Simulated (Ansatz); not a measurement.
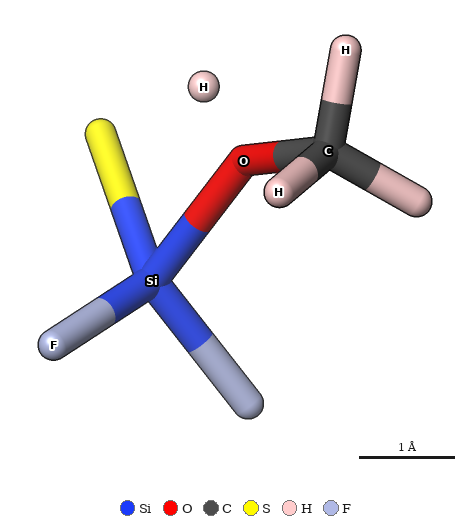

*The input geometry (stick view, seen at a tilt).*

Bond lengths as drawn: C–H 1.09 Å, C–O 1.47 Å, F–Si 1.68 Å, O–Si 1.79 Å and S–Si 2.14 Å.

## Frequency calculation of CH₄F₂OSSi

- system: CH₄F₂OSSi
- method: RKS B3LYP/6-31G (Ansatz 0.2.0)

It belongs to a series of runs on one base structure; here: vibrations at the highest image of the band.

**Output**
```
Engine: ansatz 0.2.0, x86_64-unknown-linux-gnu
Functional definition: B3LYP
  parameter a0 = 0.2
  parameter ax = 0.72
  parameter ac = 0.81
  exchange = (1 - a0 - ax)*slater_x + ax*b88_x + a0*exact_x
  correlation = (1 - ac)*vwn_rpa_c + ac*lyp_c
850 factors; integrals over basis functions are off by at most 1.6e-4 eV
mean field evaluation 1: about -27288.5613 eV, gradient 5.7e1 eV
mean field evaluation 2: about -27281.7016 eV, gradient 8.6e1 eV
mean field evaluation 4: about -27294.9584 eV, gradient 3.0e0 eV
mean field evaluation 8: about -27295.0369 eV, gradient 7.2e-2 eV
mean field evaluation 16: about -27295.0369 eV, gradient 2.8e-5 eV
mean field -27295.03686613 eV, -1003.0741035897 hartree, gradient 2.8e-5 eV, S^2 0.000000; 0 other end points of the search recorded, 0 dependent functions left out
the calculation of the forces begins
reference -27295.03711099 eV, -1003.0741125882 hartree; 33, 33 occupied and 37, 37 virtual orbitals, 850 factors
these checks for a lower state are left out or cut short: stability, starts, cluster_reference, orbital_swaps, neighbouring_geometries, increment
850 factors; integrals over basis functions are off by at most 1.6e-4 eV
mean field -27295.03673868 eV, -1003.0740989061 hartree, gradient 1.7e-6 eV, S^2 0.000000; 0 other end points of the search recorded, 0 dependent functions left out
[... from here on the field's lines of each further geometry are left out, up to the last ...]
the calculation of the forces begins
reference -27295.03709362 eV, -1003.0741119498 hartree; 33, 33 occupied and 37, 37 virtual orbitals, 850 factors
these checks for a lower state are left out or cut short: stability, starts, cluster_reference, orbital_swaps, neighbouring_geometries, increment
850 factors; integrals over basis functions are off by at most 1.6e-4 eV
mean field -27295.03685333 eV, -1003.0741031194 hartree, gradient 7.1e-7 eV, S^2 0.000000; 0 other end points of the search recorded, 0 dependent functions left out
the calculation of the forces begins
reference -27295.03709819 eV, -1003.0741121178 hartree; 33, 33 occupied and 37, 37 virtual orbitals, 850 factors
WARN: phonons: modes at or below zero, which the zero-point energy, F, S and C_V leave out: 1, the lowest at -1236.31 cm⁻¹. A minimum has none, and a first-order saddle one
Total energy: -27295.03711099 eV, -1003.0741125882 hartree
Atom 0 at    -1.225191     0.897412     0.060921 Å, force    -0.003361    -0.001084    -0.000074 eV/Å
Atom 1 at     0.400307     0.151559    -0.058181 Å, force    -0.000571     0.001693    -0.000942 eV/Å
Atom 2 at     0.979364    -1.197308    -0.006206 Å, force    -0.000013     0.000211     0.000525 eV/Å
Atom 3 at    -0.211412     2.760617    -0.234462 Å, force     0.000698    -0.002260     0.000583 eV/Å
Atom 4 at     0.826222     1.343504    -0.225865 Å, force     0.001968     0.000591     0.000551 eV/Å
Atom 5 at    -1.915120     0.397591     1.508675 Å, force     0.000390     0.000414    -0.001174 eV/Å
Atom 6 at    -2.225895     0.164456    -1.071813 Å, force     0.000921     0.000259     0.000620 eV/Å
Atom 7 at     0.702834    -1.741824    -0.910677 Å, force    -0.000814    -0.000028     0.000138 eV/Å
Atom 8 at     0.608787    -1.704936     0.886221 Å, force     0.000559     0.000116     0.000686 eV/Å
Atom 9 at     2.060104    -1.071072     0.051389 Å, force     0.000223     0.000088    -0.000912 eV/Å
Dipole moment:     0.623352    -0.783060     0.000392 e Å
Vibrations: -1236.31 38.50 51.37 154.40 170.79 252.56 263.51 307.06 429.26 509.23 644.30 761.02 864.37 884.86 1044.31 1162.08 1184.04 1486.18 1527.34 1537.62 1666.56 3081.67 3181.41 3198.33 cm⁻¹, zero-point energy 1.512657 eV
```

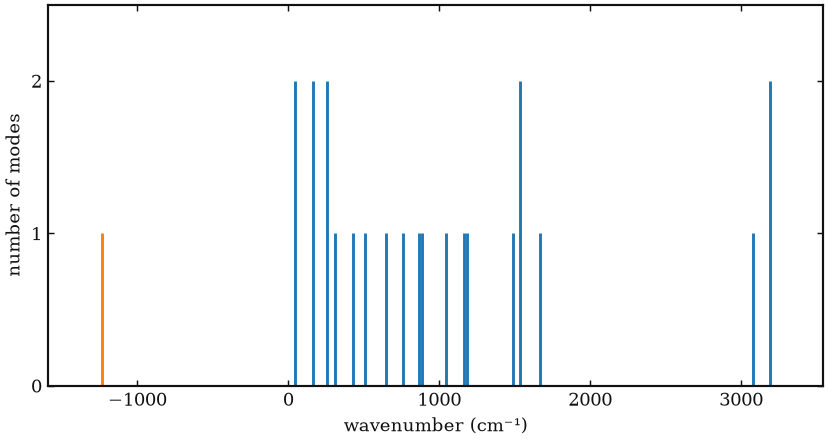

*Harmonic vibrational wavenumbers from the force constants; neighbouring modes closer than 20 cm⁻¹ are counted in one stick, and imaginary ones are drawn at negative wavenumbers.*

24 modes from 1236i to 3198 cm⁻¹, 1 imaginary beyond 8i (1236i cm⁻¹): a first-order saddle point, if the geometry is stationary.

This output came from the following input.

**The input**
```yaml
crystal:
  periodic: [false, false, false]
  atoms:
    - { symbol: Si, position_ang: [-1.225191, 0.897412, 0.060921] }
    - { symbol: O, position_ang: [0.400307, 0.151559, -0.058181] }
    - { symbol: C, position_ang: [0.979364, -1.197308, -0.006206] }
    - { symbol: S, position_ang: [-0.211412, 2.760617, -0.234462] }
    - { symbol: H, position_ang: [0.826222, 1.343504, -0.225865] }
    - { symbol: F, position_ang: [-1.91512, 0.397591, 1.508675] }
    - { symbol: F, position_ang: [-2.225895, 0.164456, -1.071813] }
    - { symbol: H, position_ang: [0.702834, -1.741824, -0.910677] }
    - { symbol: H, position_ang: [0.608787, -1.704936, 0.886221] }
    - { symbol: H, position_ang: [2.060104, -1.071072, 0.051389] }
basis:
  gaussian: { orbitals: "6-31G" }
hamiltonian:
  xc: b3lyp
phonons: {}
```

Command:
```bash
ansatz run input.yaml --threads 1 --pin off --max-ram 2048MiB --backend cpu --events-out ev --progress --plain --runs-dir out
```

**Summary**

- outcome: converged
- total energy: −27295.0371 eV
- mean-field energy: −27295.0371 eV
- largest force (length of the vector): 0.004 eV/Å
- hardware: 1 thread of Intel Xeon @ 2.50GHz (Skylake/Cascade Lake), 189 GiB of memory available, shared host
- wall time: 7.2 min
- peak memory: 0.17 GiB
